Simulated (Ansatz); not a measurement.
# CH7GaSi (SMILES [CH3][GaH][SiH3]): HSE06/6-31G(d) (spherical functions)

What is the vertical singlet–triplet gap of CH7GaSi at HSE06/6-31G* (spherical functions)? 

The calculation is run with Ansatz 0.2.0.

71 further runs of the same task are left out: 71 set aside as unsound or not needed.

**1. The molecule**

CH7GaSi has 10 atoms, charge 0, and is taken as a singlet. SMILES: `[CH3][GaH][SiH3]`. Geometry: relaxed at PBE0-D4/def2-TZVP.

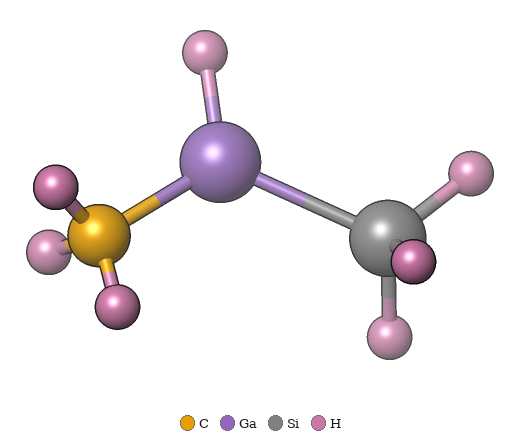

The structure, seen from a chosen angle (carbon amber, gallium purple, silicon grey, hydrogen pink).

**2. A single-point energy at HSE06/6-31G(d) (spherical functions)**

Contents of input.yaml:

```yaml
crystal:
  periodic: [false, false, false]
  atoms:
    - {symbol: C, position_ang: [-1.123300, 1.394100, -0.619200]}
    - {symbol: Ga, position_ang: [0.561500, 0.659300, 0.093300]}
    - {symbol: Si, position_ang: [0.786700, -1.705300, 0.550700]}
    - {symbol: H, position_ang: [-1.924300, 0.656600, -0.670400]}
    - {symbol: H, position_ang: [-0.947000, 1.785400, -1.626000]}
    - {symbol: H, position_ang: [-1.454200, 2.236500, -0.005700]}
    - {symbol: H, position_ang: [1.759600, 1.654600, 0.346000]}
    - {symbol: H, position_ang: [0.531000, -2.496200, -0.688800]}
    - {symbol: H, position_ang: [2.125000, -2.100900, 1.069700]}
    - {symbol: H, position_ang: [-0.231700, -2.135100, 1.553300]}
basis:
  gaussian: {orbitals: 6-31G_st_-spherical.json}
hamiltonian: {xc: hse06}
accuracy: high
output: {orbitals: {seedname: orbitals}}
```

The basis set 6-31G* is read from a file made from the Basis Set Exchange's data (not shown).

Launch:

```sh
$ ansatz run input.yaml --threads 1 --pin off --max-ram 3480MiB --events-out events.jsonl --progress --plain --runs-dir runs
```

The program printed:

```text
Warning: RAYON_NUM_THREADS=1 ignored (pool sized by the plan → 1); use --threads N
Functional definition: HSE06
  name "HSE06"
  parameter a = 0.25
  parameter omega = 0.11/bohr
  exchange = pbe_x - a*pbe_x_sr(omega) + a*exact_x_sr(omega)
  correlation = pbe_c
1761 factors; integrals over basis functions are off by at most 7.4e-9 eV
117 factors; integrals over basis functions are off by at most 1.3e-9 eV
mean field evaluation 1: about -61381.3904 eV, gradient 4.6e1 eV
mean field evaluation 2: about -61377.8822 eV, gradient 5.7e1 eV
mean field evaluation 4: about -61386.1251 eV, gradient 1.3e0 eV
mean field evaluation 8: about -61386.2899 eV, gradient 5.2e-2 eV
mean field evaluation 16: about -61386.2899 eV, gradient 5.0e-6 eV
mean field -61386.28994248 eV, -2255.9045462642 hartree, gradient 5.1e-8 eV, S^2 0.000000; 0 other end points of the search recorded, 0 dependent functions left out
reference -61386.28994736 eV, -2255.9045464438 hartree; 29, 29 occupied and 49, 49 virtual orbitals, 1761 factors
Total energy: -61386.28994736 eV, -2255.9045464438 hartree
```

Run time: 11 s. Hardware: 1 thread of Arm Neoverse V1, shared host; peak memory 0.28 GiB.

**3. The triplet at the same level**

Contents of molecule.yaml:

```yaml
crystal:
  periodic: [false, false, false]
  atoms:
    - {symbol: C, position_ang: [-1.123300, 1.394100, -0.619200]}
    - {symbol: Ga, position_ang: [0.561500, 0.659300, 0.093300]}
    - {symbol: Si, position_ang: [0.786700, -1.705300, 0.550700]}
    - {symbol: H, position_ang: [-1.924300, 0.656600, -0.670400]}
    - {symbol: H, position_ang: [-0.947000, 1.785400, -1.626000]}
    - {symbol: H, position_ang: [-1.454200, 2.236500, -0.005700]}
    - {symbol: H, position_ang: [1.759600, 1.654600, 0.346000]}
    - {symbol: H, position_ang: [0.531000, -2.496200, -0.688800]}
    - {symbol: H, position_ang: [2.125000, -2.100900, 1.069700]}
    - {symbol: H, position_ang: [-0.231700, -2.135100, 1.553300]}
basis:
  gaussian:
    orbitals: 6-31G_st_-spherical.json
magnetization:
  spin_polarized: true
  initial_magnetization: 2
accuracy: high
output: {orbitals: {seedname: orbitals}}
hamiltonian:
  xc: hse06
```

The basis set 6-31G* is read from a file made from the Basis Set Exchange's data (not shown).

Launch:

```sh
$ ansatz run molecule.yaml --threads 1 --pin off --max-ram 3480MiB --events-out events.jsonl --progress --plain --runs-dir runs
```

The program printed, cut to the lines that bear on the results:

```text
Warning: RAYON_NUM_THREADS=1 ignored (pool sized by the plan → 1); use --threads N
[... 6 set-up lines as earlier in the session ...]
1761 factors; integrals over basis functions are off by at most 7.4e-9 eV
117 factors; integrals over basis functions are off by at most 1.3e-9 eV
mean field evaluation 1: about -61377.6379 eV, gradient 3.2e1 eV
mean field evaluation 2: about -61367.7417 eV, gradient 4.7e1 eV
mean field evaluation 4: about -61382.3550 eV, gradient 3.3e0 eV
mean field evaluation 8: about -61382.5904 eV, gradient 1.5e-1 eV
mean field evaluation 16: about -61382.5911 eV, gradient 5.4e-4 eV
mean field evaluation 32: about -61381.7322 eV, gradient 5.4e0 eV
mean field -61382.59112372 eV, -2255.7686171819 hartree, gradient 3.4e-8 eV, S^2 2.003017; 3 other end points of the search recorded, 0 dependent functions left out
reference -61382.59112941 eV, -2255.7686173913 hartree; 30, 28 occupied and 48, 50 virtual orbitals, 1761 factors
Total energy: -61382.59112941 eV, -2255.7686173913 hartree
```

Wall time 26 s (1 thread of Arm Neoverse V1, shared host); peak memory 0.43 GiB.

**4. Summary of results**

Level: HSE06/6-31G* (spherical functions).

| quantity | value |
| --- | --- |
| singlet: total energy | -2255.90455 Eh |
| singlet: HOMO energy | -6.87 eV |
| singlet: LUMO energy | -2.03 eV |
| singlet: HOMO–LUMO gap | 4.84 eV |
| triplet: total energy | -2255.76862 Eh |
| triplet: HOMO energy (highest over α and β) | -3.34 eV |
| triplet: ⟨S²⟩ | 2.003 |
| vertical energy of the triplet above the singlet | 3.699 eV |

**Reading.** At this shape the triplet lies 3.70 eV (85 kcal/mol) above the singlet.
